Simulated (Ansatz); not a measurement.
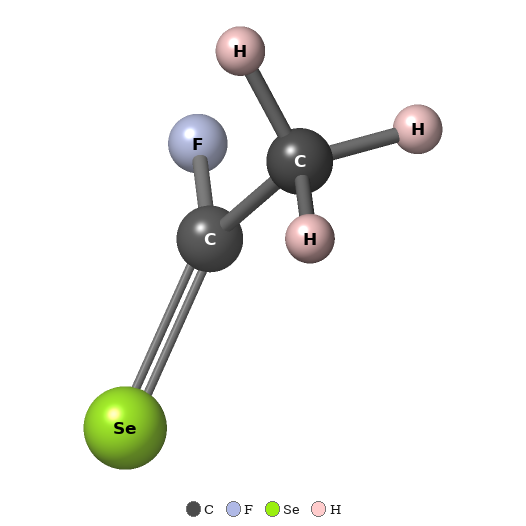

A ball-and-stick model of a molecule. Double and triple bonds are drawn as two and three sticks.

Computed geometry: PBE0-D4/def2-TZVP optimisation.

> Give the formula.

C2H3FSe, 7 atoms: 2 carbon, 3 hydrogen, 1 fluorine and 1 selenium.

> How many bonds of each kind are drawn?

3 C–H, 1 C–C, 1 C–F, 1 C–Se.

More results for the same structure follow; atom numbers are the same in all pictures, views and colours differ.

### Geometry

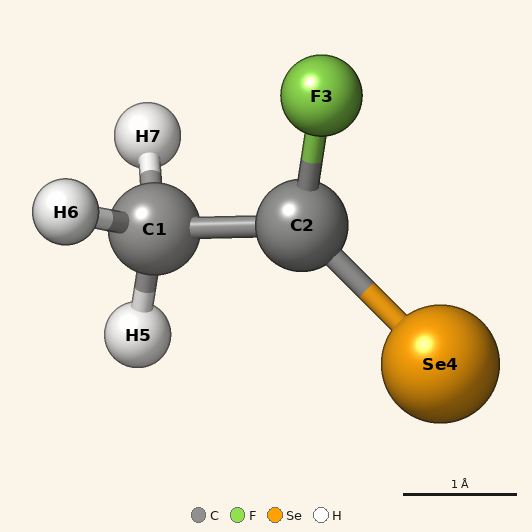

What are the angles C2–C1–H5, C2–C1–H6, H5–C1–H6, H6–C1–H7, C1–C2–F3, C1–C2–Se4, F3–C2–Se4?

```json
{"angle": "C2–C1–H5", "degrees": "111.1"}
{"angle": "C2–C1–H6", "degrees": "109.3"}
{"angle": "H5–C1–H6", "degrees": "110.0"}
{"angle": "H6–C1–H7", "degrees": "106.9"}
{"angle": "C1–C2–F3", "degrees": "110.7"}
{"angle": "C1–C2–Se4", "degrees": "128.7"}
{"angle": "F3–C2–Se4", "degrees": "120.6"}
```

### Vibrations

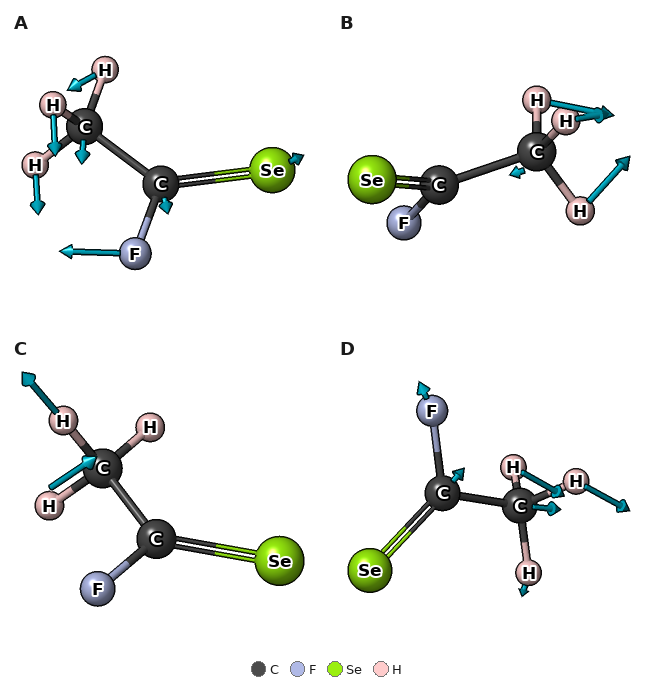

4 normal modes of one molecule or complex, as arrows. Harmonic vibrations computed with RKS PBE0-D4/def2-TZVP (Ansatz 0.2.0) at a stationary point of the same level.

> Match the panels to the wavenumbers 396 cm⁻¹, 652 cm⁻¹, 1388 cm⁻¹, 3103 cm⁻¹.

A: 396 cm⁻¹, angle bending
B: 1388 cm⁻¹
C: 3103 cm⁻¹, out-of-phase stretching of 2 C–H bonds
D: 652 cm⁻¹

### Levels of theory compared

Program: Ansatz 0.2.0.

Compare HOMO energy (eV) at these levels: B3LYP-D4/def2-TZVPP; B97M-V/def2-TZVPP; BHLYP-D4/def2-TZVPP; PBE-D4/def2-TZVPP; PBE0-D4/def2-SVP; SPW92 (LDA)/def2-TZVPP; r2SCAN-D4/def2-TZVPP; r2SCAN0-D4/def2-TZVPP; r2SCANh-D4/def2-TZVPP; revPBE-D4/def2-TZVPP; ωB97M-V/def2-SVP.

| level | HOMO energy (eV) |
| --- | --- |
| B3LYP-D4/def2-TZVPP | −6.43 |
| B97M-V/def2-TZVPP | −5.81 |
| BHLYP-D4/def2-TZVPP | −7.69 |
| PBE-D4/def2-TZVPP | −5.49 |
| PBE0-D4/def2-SVP | −6.52 |
| SPW92 (LDA)/def2-TZVPP | −5.65 |
| r2SCAN-D4/def2-TZVPP | −5.73 |
| r2SCAN0-D4/def2-TZVPP | −6.83 |
| r2SCANh-D4/def2-TZVPP | −6.17 |
| revPBE-D4/def2-TZVPP | −5.43 |
| ωB97M-V/def2-SVP | −8.68 |

### Charges

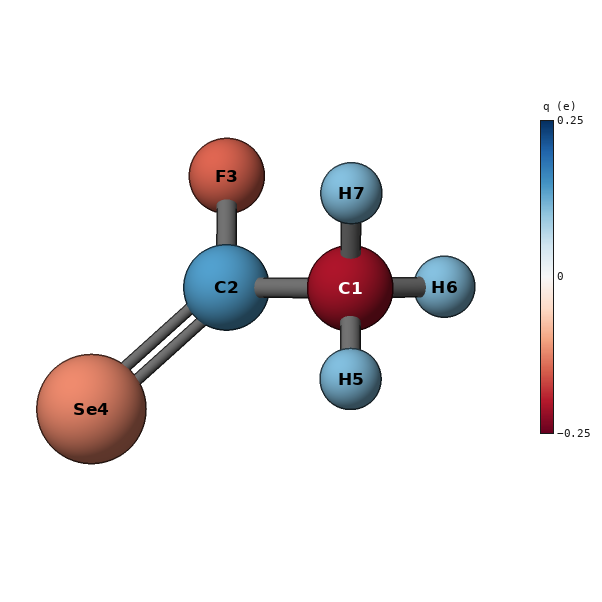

Atoms are coloured by their Mulliken charges. Properties computed with RKS B3LYP-D4/def2-TZVPP (Ansatz 0.2.0).

Give the Mulliken charges atom by atom.

| atom | value (e) |
| --- | --- |
| C1 | −0.21 |
| C2 | 0.14 |
| F3 | −0.15 |
| Se4 | −0.12 |
| H5 | 0.11 |
| H6 | 0.11 |
| H7 | 0.11 |

Mulliken values depend strongly on the basis set and can even reverse the polarity of a bond.
